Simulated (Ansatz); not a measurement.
## Electronic structure of C$_{3}$H$_{5}$O (SMILES C=C(C)[O-]) (charge −1) in real space

```xyz
9

C     0.3062    0.9703    0.9487
C    -0.6090    0.7006    1.9522
C    -1.8642    1.5833    2.0020
O    -0.5400   -0.1964    2.8481
H     0.1408    1.7747    0.2270
H     1.2198    0.3751    0.8626
H    -1.9180    2.0796    2.9854
H    -1.8936    2.3494    1.2105
H    -2.7590    0.9441    1.9179
```

Geometry: PBE0-D3(BJ)/def2-SVPD; the highest occupied orbital lies above zero, a sign that basis and functional describe the outermost electron poorly.

Computed with isolated molecule in a Gaussian basis; Kohn-Sham density functional theory, functional PBE0 in Ansatz 0.2.0.

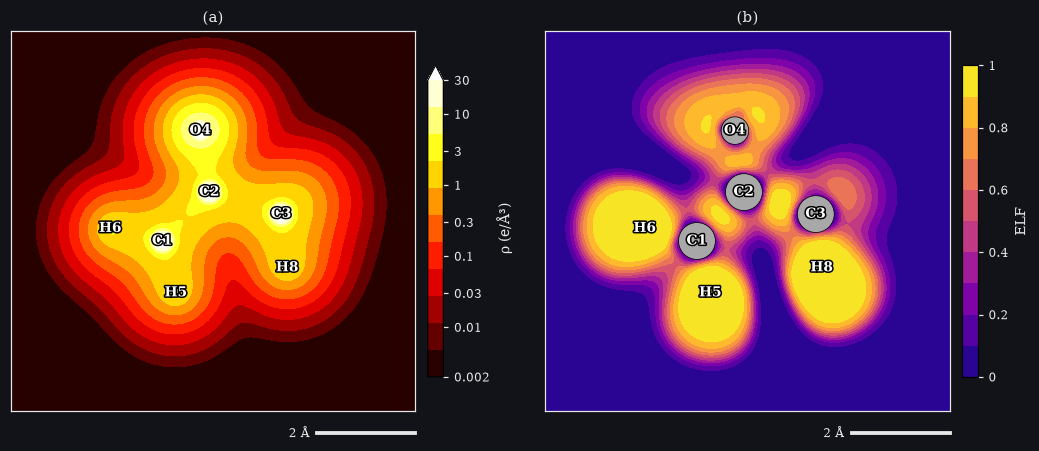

Figure 1. (a) total electron density; (b) ELF on the plane of atoms C2, C1 and H6. Grey discs cover the atomic cores in the ELF map.

> Read the bonding off the picture.

- The section cuts through C, O and H sites.
- C–O (1.27 Å): ρ is about 2.9 e/Å³ halfway; the ELF peaks at about 0.85 between the atoms (a short, strongly polar bond).
- C–C (1.38 Å): ρ at the midpoint is about 2.2 e/Å³; the ELF peaks at about 0.95 between the atoms (a covalent bond).
- C–H (1.09 Å): ρ at the midpoint is about 1.9 e/Å³; the ELF climbs to about 1 towards the hydrogen, as it does in any bond to H; an ordinary covalent bond to hydrogen.
- C–C (1.54 Å): ρ at the midpoint is about 1.7 e/Å³; the ELF peaks at about 0.95 between the atoms: a covalent bond.
- The ELF also peaks beside O4, away from the bonds: lone-pair regions.

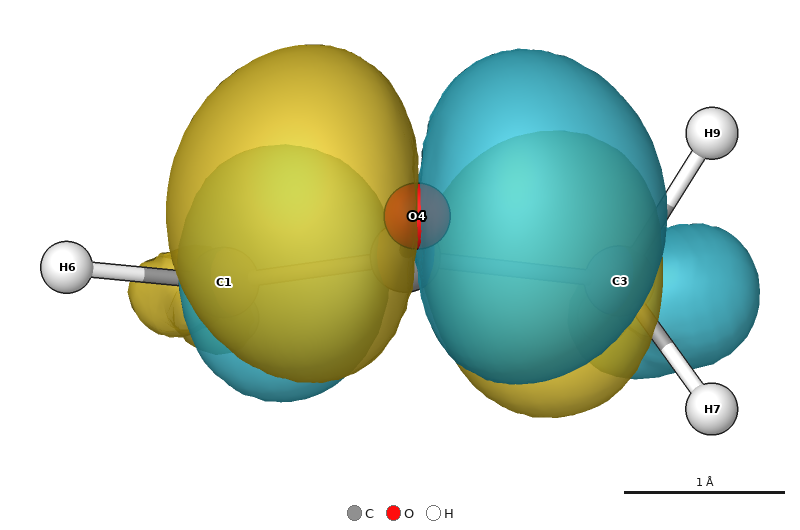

Figure 2. The HOMO−1 at ±0.1 Å⁻³ᐟ² (yellow and cyan are the two phases), seen from one side.

> What is the character of this orbital?

It lies mainly on O4 (about 70 %), C2 (about 10 %) and C3 (about 10 %); largely a lone pair of O4. Its energy is −0.74 eV.
